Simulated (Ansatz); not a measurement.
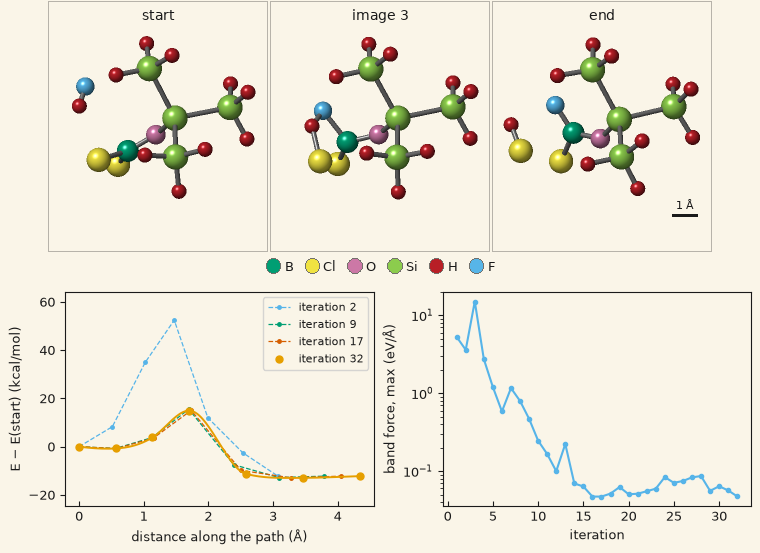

A search for the minimum-energy path of BSi₄H₁₀OCl₂F, made up of BSi4H9OCl2 and HF by the nudged elastic band. Images are numbered from 0 (start) to 6 (end). The plot follows the band through its iterations. The picture is a ball-and-stick view, seen at a tilt.

These are results of RKS PBE0-D4/def2-SVP in Ansatz, not measurements. Set-up: 5 movable images; climbing image.

### How did the profile develop, and is the result final?

The run is converged, with reservations. The band converged in 32 iterations. The largest component of the band force went from 5.3 to 0.047 eV/Å. The climbing image converged on the top of the path. Its curvatures weren't checked. The largest force component is 0.55 eV/Å at the start and 0.55 eV/Å at the end; an end with forces this large is no minimum, and the barrier measured from it can be far off. The first iteration put the highest image at 91.5 kcal/mol. The energy climbs by 14.9 kcal/mol to image 3 and then falls by 27.2 kcal/mol, so the end point sits at −12.2 kcal/mol. Image 5 lies below both ends, at −12.9 kcal/mol, so an end isn't at the bottom of its valley.

Limits of the set-up: the start holds two separate molecules, 2.4 Å apart at their closest, whose relative position is a soft coordinate.
